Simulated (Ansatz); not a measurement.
# Elastic response of KH6C3NO5 (P2_1/c) (64 atoms), part 4 of 4

How stiff is KH6C3NO5 (P2_1/c) (64 atoms), and how do its levels respond to strain?

Ansatz 0.2.0; Kohn-Sham DFT, LDA, PAW (set soft_2), plane waves.

So far. Step 11 (Compressed by 1 % along x): The relaxation converged after 6 steps, 0.0413 eV below its start, with a largest force component of 0.0091 eV/Å. Step 11 (Compressed by 1 % along x): Compressed by 1 % along x: the energy stands 0.0179 eV above that of the reference, at a pressure of 0.406 GPa.

## (12) Sheared by 2 % in xy

A shear of the relaxed cell gives the modulus that volume changes can't reach.

input.yaml reads:

```yaml
crystal:
  lattice:
    - [7.31163, 0.0729, -0.01876]
    - [0.12511, 12.54974, -5.0e-05]
    - [-1.7924, -0.01789, 6.34244]
  atoms:
    [... the 64 atom lines of step 4 ...]
kpoints:
  mp_grid: { grid: [2, 1, 2] }
hamiltonian:
  xc: lda
scf:
  occupations: { method: fixed }
output:
  forces: true
  eigenvalues: true
  stress: true
relax:
  f_tol: 0.05
  max_steps: 70
```

The run is started by

```bash
$ ansatz run input.yaml --threads 4 --pin off --max-ram 8192MiB --backend cpu --events-out ev --progress --plain --runs-dir out
```

Numbers of over 12 decimals in the logs are rounded to 6 here.

The log of the run:

```text
[...]
Crystal: 64 atoms, lattice volume = 581.497 Å³
Basis set: ecut = 420 eV, 11337 PW (Γ)
Bands: 188, of which v1, the nominal top of the filled ones, is band 124 counted from 1 (123 counted from 0)
Symmetry: 1 space group operations
[...]
k-points: 4
[...]
SCF iter   1: F=—  HF=-21880.530117 eV  |F-HF|=—  |Δ(HF+E_count)|=         —  Δρ=1.18e-2  dr2=6.72e-1  ethr=1.77e-3  ⟨swp⟩=5.0  Hψ=2703  notcnv=0  defer=246
[...]
SCF iter   6: F=—  HF=-21880.289387 eV  |F-HF|=—  |Δ(HF+E_count)|=   7.83e-5  Δρ=1.20e-4  dr2=7.04e-5  ethr=2.60e-7  ⟨swp⟩=2.0  Hψ=991  notcnv=0  defer=248
SCF iter   7: F=-21880.289390 eV  HF=-21880.289395 eV  |F-HF|=5.09e-6  |Δ(HF+E_count)|=   8.64e-6  Δρ=4.79e-5  dr2=1.12e-5  ethr=2.52e-8  ⟨swp⟩=16.0  Hψ=4969  notcnv=0
SCF 1 converged in 7 iterations: F = -21880.289390 eV  dr2 = 1.12e-5
[...]
relax step   1: F+E_penalty+E_count = -21880.28939021 eV  Δ(F+E_penalty+E_count) = +0.000e0 eV  max|allowed force component| = 4.477e-1 eV/Å  Δτ_max = 0.0000 Å  (7 SCF iters, dr2 threshold 6.25e-5 eV, accepted)
[...]
relax step   2: F+E_penalty+E_count = -21880.34253038 eV  Δ(F+E_penalty+E_count) = -5.314e-2 eV  max|allowed force component| = 1.934e-1 eV/Å  Δτ_max = 0.0268 Å  (6 SCF iters, dr2 threshold 1.25e-5 eV, accepted)
[...]
relax step   3: F+E_penalty+E_count = -21880.34711081 eV  Δ(F+E_penalty+E_count) = -4.580e-3 eV  max|allowed force component| = 1.925e-1 eV/Å  Δτ_max = 0.0201 Å  (8 SCF iters, accepted)
relax step   4: F+E_penalty+E_count = -21880.35080294 eV  Δ(F+E_penalty+E_count) = -3.692e-3 eV  max|allowed force component| = 4.609e-2 eV/Å  Δτ_max = 0.0141 Å  (5 SCF iters, dr2 threshold 6.91e-6 eV, accepted)
[...]
relax step   5: F+E_penalty+E_count = -21880.35080397 eV  Δ(F+E_penalty+E_count) = -1.028e-6 eV  max|allowed force component| = 4.608e-2 eV/Å  Δτ_max = 0.0000 Å  (4 SCF iters, accepted)
SCF converged after 4 iterations
Free energy (F): -21880.350804 eV
[...]
Internal energy: -21880.350804 eV  (E = F + TS)
E sigma→0 (E₀):  -21880.350804 eV
Fermi energy:    2.078589 eV
[...]
Σ components = -21880.350804   (vs F -21880.350804, Δ=0.00e0)
--- Forces (eV/Å), atoms counted from 1 ---
  atom   1  K     -0.00149001     0.00057600    -0.00052748
  atom   2  K     -0.00263306    -0.00137644    -0.00145915
  atom   3  K      0.00174159    -0.00074527     0.00105479
  atom   4  K      0.00231348     0.00150030     0.00139592
[...]
atom  64  O     -0.00358168    -0.00174105    -0.00144831
  max |Σ_I F_I| component: 2.25e-5 eV/Å
--- Stress (GPa, compression-positive) ---
        0.002290      -0.215010      -0.013994
       -0.215010      -0.014608      -0.034352
       -0.013994      -0.034352      -0.007623
  P = ⅓ Tr σ = -0.0066 GPa (-0.066 kbar)
--- Band table (eV) ---
[...]
--- Relaxed structure (5 steps of the walk, 5 accepted, 0 SCFs on fresh bases) ---
  F+E_penalty+E_count = -21880.35080397 eV   max|allowed force component| = 4.608e-2 eV/Å
  atoms:
    - { symbol: K, position: [0.491168, 0.635860, 0.095699] }
    - { symbol: K, position: [0.508200, 0.135286, 0.401889] }
    - { symbol: K, position: [0.508493, 0.364412, 0.904284] }
    - { symbol: K, position: [0.491551, 0.864984, 0.598108] }
[...]
- { symbol: O, position: [0.781777, 0.976566, 0.560123] }
```

It took 41 s on 4 threads of Arm Neoverse V2, shared host; peak memory 2.1 GiB.

The relaxation converged after 5 steps, 0.0614 eV below its start, with a largest force component of 0.046 eV/Å.

Sheared by 2 % in xy: the energy stands 0.0114 eV above that of the reference, at a pressure of -0.00665 GPa.

## (13) Pressure against volume

Atoms are relaxed at each volume, in the scaled cell.

```csv
volume change (%),volume (Å³/atom),energy change (meV/atom),pressure (GPa),largest move on relaxing (Å),bonds,gap (eV)
-10,8.178,11.40,4.58,0.16,84,3.93
-6,8.542,3.64,2.36,0.10,84,4.01
-3,8.814,0.84,1.03,0.05,84,4.06
+0,9.087,0.00,0.01,-,84,4.12
+3,9.359,0.74,-0.86,0.05,84,4.16
+6,9.632,2.83,-1.55,0.10,84,4.20
```

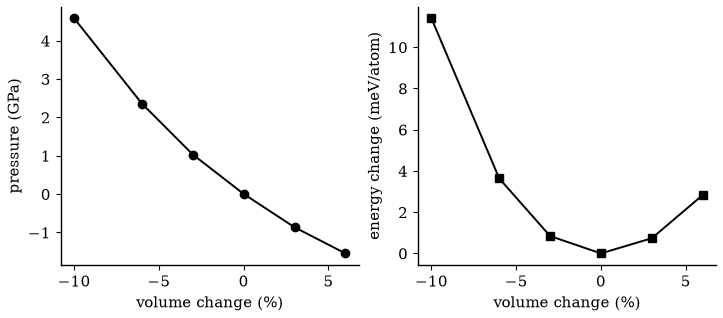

Pressure and energy against volume.

## (14) Uniaxial strain and shear

Stress (GPa, compression positive) less that of the relaxed cell, atoms relaxed:

```csv
strain,xx,yy,zz,xy,energy change (meV/atom)
stretched by 1 % along x,-0.839,-0.218,-0.195,0.000,0.28
compressed by 1 % along x,0.841,0.208,0.152,0.000,0.28
sheared by 2 % in xy,0.000,-0.019,-0.018,-0.216,0.18
```

## (15) What came out

The bulk modulus, from the slope of pressure against ln V over the three points nearest the relaxed volume, is 31.6 GPa; a quadratic over all points gives a pressure derivative of about 6.8. The gap goes from 3.93 eV at the smallest volume to 4.20 eV at the largest, +1.6 eV per unit of ln V by a straight line, on the run's k-points. In the Cartesian axes of the cell, finite differences give C11 = 84.0, C12 = 21.3, C13 = 17.3 and C66 = 10.8 GPa (the shear of 2 % is the engineering strain, εxy = 0.01).

**Limits.** Strains are finite and relaxations stop at the force tolerance of the input, which can leave moduli too stiff; they are those of a static cell at zero temperature. Volumes are changed with the cell's shape held, so in an anisotropic solid the modulus lies over the one under free hydrostatic load. The program notes that the SCF threshold of the relaxations is loose for the stress. The reference functional has no dispersion term, which matters for the binding between molecules or layers, where LDA binds through overlap of densities alone.

The DFT runs together took 8.3 min of wall time.

[Logs are printed without paths, hosts, clocks, repeated set-up lines and the standing remarks that a program may print on its own settings, such as how far it seeks lower states.]

[Hosts, paths, dates, database ids (printed as entryN), source tags and the programs' standing remarks are cut or masked in the printed files.]
